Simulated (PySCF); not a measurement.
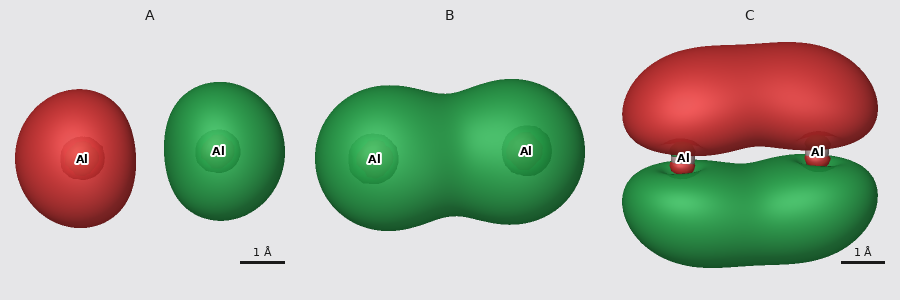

Al2 (charge +1, doublet). Three frontier β-spin orbitals, each drawn at the value that holds 80 % of its norm (green and red are the two phases), in no order; of a degenerate pair one member is drawn.

Method: PBE0/def2-TZVPPD, non-relativistic Hamiltonian with scalar-relativistic core potentials where named, at a bond length of 3.239 Å in PySCF 2.14.0.

Question: Name the orbitals and rank them from lowest to highest energy.

Answer: Orbital B: σg, occupied in this spin, −14.47 eV; with no node between the nuclei.
Orbital A: σu, occupied in this spin, −12.78 eV; antibonding, with a node between the atoms.
Orbital C: πu, empty in this spin, −7.19 eV; with no node between the nuclei, bonding.
